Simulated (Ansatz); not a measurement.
# One shape, several levels: S2F2 (Thio-thionyl fluoride)

We compute a comparison of 6 runs (B3LYP/STO-3G, BHLYP/STO-3G, HSE06/STO-3G, wB97M-V/STO-3G, BCCD(T)/STO-3G, CCSD(T)/STO-3G) of S2F2 (Thio-thionyl fluoride). 

The calculation is run with Ansatz 0.2.0.

55 further runs of the same task are left out: 15 that didn't finish, 40 set aside as unsound or not needed.

## Step 1: The molecule

The species is S2F2 (4 atoms), meant as a singlet with charge 0. As SMILES, `FS(F)=S`. The S4–S2 distance was set to 2.788 Å, away from the relaxed value.

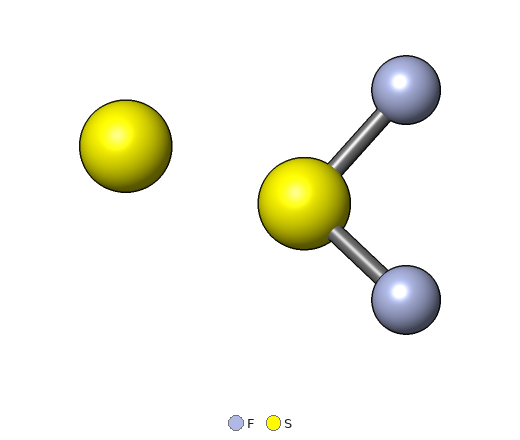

The structure, seen from a chosen angle (fluorine light blue, sulfur yellow).

## Step 2: The energy at B3LYP/STO-3G (run 1)

The input, run.yaml:

```yaml
crystal:
  periodic: [false, false, false]
  atoms:
    - {symbol: F, position_ang: [0.778240, -0.276094, 1.896203]}
    - {symbol: S, position_ang: [-0.437580, -0.702954, 0.937883]}
    - {symbol: F, position_ang: [0.356770, -1.995324, 0.410963]}
    - {symbol: S, position_ang: [-0.567510, 1.135710, -1.153590]}
basis:
  gaussian: {orbitals: STO-3G}
hamiltonian: {xc: {name: B3LYP}}
accuracy: high
```

On the command line:

```
ansatz run run.yaml --threads 1 --pin off --max-ram 3480MiB --events-out events.jsonl --progress --plain --runs-dir runs
```

Output:

```text
Warning: RAYON_NUM_THREADS=1 ignored (pool sized by the plan → 1); use --threads N
Functional definition: B3LYP
  name "B3LYP"
  parameter a0 = 0.2
  parameter ax = 0.72
  parameter ac = 0.81
  exchange = (1 - a0 - ax)*slater_x + ax*b88_x + a0*exact_x
  correlation = (1 - ac)*vwn_rpa_c + ac*lyp_c
507 factors; integrals over basis functions are off by at most 3.3e-8 eV
mean field evaluation 1: about -26761.1868 eV, gradient 4.9e1 eV
mean field evaluation 2: about -26621.5722 eV, gradient 4.3e1 eV
mean field evaluation 4: about -26747.4850 eV, gradient 3.3e1 eV
mean field evaluation 8: about -26778.4587 eV, gradient 1.8e0 eV
mean field evaluation 16: about -26778.5176 eV, gradient 7.1e-8 eV
mean field -26778.51758407 eV, -984.0923700835 hartree, gradient 7.1e-8 eV, S^2 0.000000; 2 other end points of the search recorded, 0 dependent functions left out
reference -26778.51760742 eV, -984.0923709417 hartree; 25, 25 occupied and 3, 3 virtual orbitals, 507 factors
Total energy: -26778.51760742 eV, -984.0923709417 hartree
```

It took 1.9 s on 1 thread of Arm Neoverse V1, shared host; peak memory 0.1 GiB.

## Step 3: A single-point energy at BHLYP/STO-3G (run 2)

The input, molecule.yaml:

```yaml
crystal:
  periodic: [false, false, false]
  atoms:
    - {symbol: F, position_ang: [0.778240, -0.276094, 1.896203]}
    - {symbol: S, position_ang: [-0.437580, -0.702954, 0.937883]}
    - {symbol: F, position_ang: [0.356770, -1.995324, 0.410963]}
    - {symbol: S, position_ang: [-0.567510, 1.135710, -1.153590]}
basis:
  gaussian: {orbitals: STO-3G}
hamiltonian: {xc: {name: BHLYP}}
accuracy: high
```

On the command line:

```
ansatz run molecule.yaml --threads 1 --pin off --max-ram 3480MiB --events-out events.jsonl --progress --plain --runs-dir runs
```

Output:

```text
Warning: RAYON_NUM_THREADS=1 ignored (pool sized by the plan → 1); use --threads N
Functional definition: BHLYP
  name "BHLYP"
  parameter a = 0.5
  exchange = (1 - a)*b88_x + a*exact_x
  correlation = lyp_c
507 factors; integrals over basis functions are off by at most 3.3e-8 eV
mean field evaluation 1: about -26760.7091 eV, gradient 5.0e1 eV
mean field evaluation 2: about -26625.7525 eV, gradient 4.9e1 eV
mean field evaluation 4: about -26750.2985 eV, gradient 3.3e1 eV
mean field evaluation 8: about -26778.2486 eV, gradient 5.4e-3 eV
mean field evaluation 16: about -26777.5558 eV, gradient 2.4e0 eV
mean field -26778.31808020 eV, -984.0850384514 hartree, gradient 2.1e-8 eV, S^2 0.000000; 4 other end points of the search recorded, 0 dependent functions left out
reference -26778.31809627 eV, -984.0850390420 hartree; 25, 25 occupied and 3, 3 virtual orbitals, 507 factors
Total energy: -26778.31809627 eV, -984.0850390420 hartree
```

It took 2 s on 1 thread of Arm Neoverse V1, shared host; peak memory 0.1 GiB.

Runs 3 to 4 aren't shown in full; the table further down has their settings and results.

## Step 4: The energy at BCCD(T)/STO-3G (run 5)

The input, job.yaml:

```yaml
crystal:
  periodic: [false, false, false]
  atoms:
    - symbol: F
      position_ang: [0.778240, -0.276094, 1.896203]
    - symbol: S
      position_ang: [-0.437580, -0.702954, 0.937883]
    - symbol: F
      position_ang: [0.356770, -1.995324, 0.410963]
    - symbol: S
      position_ang: [-0.567510, 1.135710, -1.153590]
basis:
  gaussian: {orbitals: STO-3G}
correlation: {method: bccd_t, frozen_orbitals: {F: 1, S: 5}}
accuracy: high
scf: {omitted_lower_state_checks: [cluster_reference, increment]}
```

On the command line:

```
ansatz run job.yaml --threads 1 --pin off --max-ram 3480MiB --events-out events.jsonl --progress --plain --runs-dir runs
```

Output:

```text
Warning: RAYON_NUM_THREADS=1 ignored (pool sized by the plan → 1); use --threads N
[... 13 lines left out ...]
12 core orbitals not correlated: weight in the atoms' cores, before any rotation towards them, 1.000 or more for the frozen orbitals, at most 0.000 for the correlated occupied ones
[... 48 lines left out ...]
Total energy: -26730.42667801 eV, -982.3250618830 hartree
Checks for a lower state left out: cluster_reference, increment
```

Run time: 0.6 s. Hardware: 1 thread of Arm Neoverse V1, shared host.

## Step 5: A single-point energy at CCSD(T)/STO-3G (run 6)

The input, input.yaml:

```yaml
crystal:
  periodic: [false, false, false]
  atoms:
    - {symbol: F, position_ang: [0.778240, -0.276094, 1.896203]}
    - {symbol: S, position_ang: [-0.437580, -0.702954, 0.937883]}
    - {symbol: F, position_ang: [0.356770, -1.995324, 0.410963]}
    - {symbol: S, position_ang: [-0.567510, 1.135710, -1.153590]}
basis:
  gaussian:
    orbitals: STO-3G
correlation:
  method: ccsd_t
  frozen_orbitals: {F: 1, S: 5}
accuracy: high
scf:
  omitted_lower_state_checks: [cluster_reference, increment]
```

On the command line:

```
ansatz run input.yaml --threads 1 --pin off --max-ram 3480MiB --events-out events.jsonl --progress --plain --runs-dir runs
```

Output:

```text
Warning: RAYON_NUM_THREADS=1 ignored (pool sized by the plan → 1); use --threads N
[... 13 lines left out ...]
12 core orbitals not correlated: weight in the atoms' cores, before any rotation towards them, 1.000 or more for the frozen orbitals, at most 0.000 for the correlated occupied ones
[... 58 lines left out ...]
Total energy: -26730.42881062 eV, -982.3251402548 hartree
Checks for a lower state left out: cluster_reference, increment
```

It took 0.58 s on 1 thread of Arm Neoverse V1, shared host.

## Step 6: The series

```
run           level  frozen core orbitals  energy (Eh)  wall time
  1    B3LYP/STO-3G                     –  -984.092371      1.9 s
  2    BHLYP/STO-3G                     –  -984.085039        2 s
  3    HSE06/STO-3G                     –  -983.672175      2.1 s
  4  wB97M-V/STO-3G                     –  -984.205469       25 s
  5  BCCD(T)/STO-3G                    12  -982.325062      0.6 s
  6  CCSD(T)/STO-3G                    12  -982.325140     0.58 s
```

## Step 7: Summary of results

| quantity | value |
| --- | --- |
| run 6: total energy | -982.32514 Eh |
| run 6: correlation energy (12 core orbitals frozen) | -104.9 mEh |
| run 6: (T) correction | -1.86 mEh |
| run 6: T1 diagnostic | 0.010 |

What this shows: Totals of different functionals can't be ranked against each other. In runs 5, 6 the log says that unrestricted orbitals would lower the reference, so the values rest on an unstable closed-shell determinant (other closed-shell runs at this shape may share the fault). In runs 1, 2, 3, 4, 5, 6 the basis is minimal, so the values are rough. All runs together took 32 s, the longest 25 s.
